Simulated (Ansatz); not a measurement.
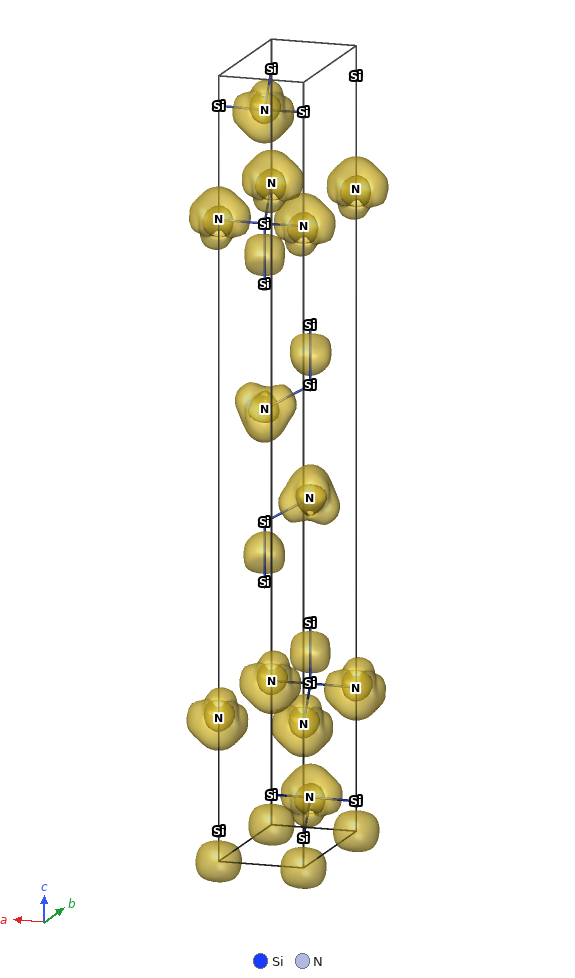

Figure 1: Si₅N₃. Isosurface of the electron localisation function at 0.75 (yellow), seen at an oblique angle. Core shells and regions of very low density are left out. Sticks mark near contacts.

Space group P-3m1; a generated structure, not necessarily the stable one; not relaxed (largest force 0.4 eV/Å); computed pressure about −3 GPa in this cell.

Method: Ansatz, DFT r2SCAN, scalar-relativistic, plane waves, PAW.

The calculation's input:

```
crystal:
  lattice:
    - [2.8809012408, 0.0, 0.0]
    - [-1.4404506204, 2.4949336603, 0.0]
    - [0.0, 0.0, 31.4922295211]
  atoms:
    - { symbol: Si, position: [0.6666666667, 0.3333333333, 0.4192494926] }
    - { symbol: Si, position: [0.3333333333, 0.6666666667, 0.2009651705] }
    - { symbol: Si, position: [0.3333333333, 0.6666666667, 0.2783884657] }
    - { symbol: Si, position: [0.6666666667, 0.3333333333, 0.3428128537] }
    - { symbol: Si, position: [0.0, 0.0, 0.0381360629] }
    - { symbol: Si, position: [0.0, 0.0, 0.9618639371] }
    - { symbol: Si, position: [0.3333333333, 0.6666666667, 0.5807505074] }
    - { symbol: Si, position: [0.6666666667, 0.3333333333, 0.7990348295] }
    - { symbol: Si, position: [0.6666666667, 0.3333333333, 0.7216115343] }
    - { symbol: Si, position: [0.3333333333, 0.6666666667, 0.6571871463] }
    - { symbol: "N", position: [0.3333333333, 0.6666666667, 0.4371704246] }
    - { symbol: "N", position: [0.0, 0.0, 0.1828642149] }
    - { symbol: "N", position: [0.3333333333, 0.6666666667, 0.056121439] }
    - { symbol: "N", position: [0.6666666667, 0.3333333333, 0.943878561] }
    - { symbol: "N", position: [0.6666666667, 0.3333333333, 0.5628295754] }
    - { symbol: "N", position: [0.0, 0.0, 0.8171357851] }
basis:
  ecutwfc: 500
kpoints:
  mp_grid: { grid: [12, 12, 1] }
  band_path:
    path:
      - [[0.0, 0.0, 0.0], [0.5, 0.0, 0.0], [0.33333333, 0.33333333, 0.0], [0.0, 0.0, 0.0], [0.0, 0.0, 0.5], [0.5, 0.0, 0.5], [0.33333333, 0.33333333, 0.5], [0.0, 0.0, 0.5]]
      - [[0.5, 0.0, 0.5], [0.5, 0.0, 0.0]]
      - [[0.33333333, 0.33333333, 0.5], [0.33333333, 0.33333333, 0.0]]
    npoints: 10
hamiltonian:
  xc: r2scan
scf:
  occupations: { method: gaussian, width: 0.1 }
  n_extra_bands: 40
output:
  forces: true
  stress: true
  eigenvalues: true
  populations: true
  dos: { projected: true, de: 0.02, nscf_kmesh: { grid: [15, 15, 2] } }
  bader: false
  write_density: true
  write_potential: true
  elf: true
  volumetric_format: npy
```

Command:

```sh
ansatz run input.yaml --threads 1 --pin off --max-ram 2560MiB --backend cpu --events-out ev --progress --plain --runs-dir out
```

Below, planes, directions and counts refer to the conventional cell (a = 2.88 Å, b = 2.88 Å, c = 31.49 Å, α = 90.00°, β = 90.00°, γ = 120.00°).

**Identify the bonds, lone pairs and shells in this picture.**

At this value the surface marks out five regions between bonded Si–Si atoms and six regions on N in which the atom's valence shell and bonds are merged, counted in one cell of 16 atoms. Regions shared between cells count once.

Values along the shortest contacts:
Si–N (1.76 Å): the ELF peaks at about 0.90 between the atoms. Si–Si (2.40 Å): the ELF peaks at about 1 between the atoms.
